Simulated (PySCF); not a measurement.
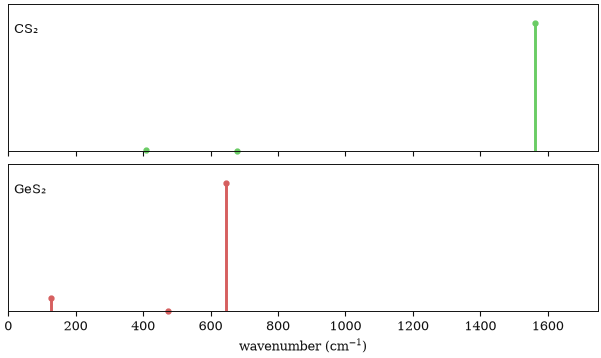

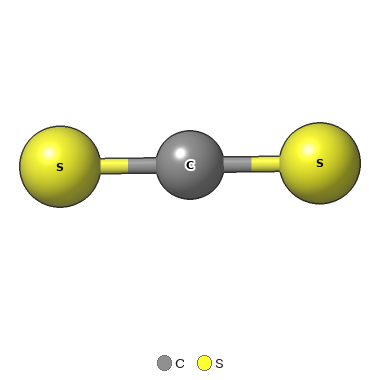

Harmonic infrared lines of CS₂ and GeS₂, all D∞h singlets, each the lowest point that its search found (CS₂ is drawn); the central atom changes down one group of the periodic table. B3LYP/def2-TZVP, PySCF 2.14.0, unscaled, no spin-orbit coupling; each panel is scaled to its strongest line, degenerate modes are one line with their intensities summed, and dots on the axis are modes too weak to show or inactive.

**How do the bond length and the stretches change along the series?**

Mean bond length: CS₂ 1.553, GeS₂ 2.011 Å, rising down the group. Highest σu+ mode: CS₂ 1561, GeS₂ 647 cm⁻¹, falling down the group.

**Give the modes by symmetry (cm⁻¹).**

| symmetry | CS₂ | GeS₂ |
| --- | --- | --- |
| πu | 408.2 | 125.6 |
| σg+ | 678.0 | 475.3 |
| σu+ | 1560.8 | 646.8 |

Caveats, for all or some of the runs: no scalar relativity.
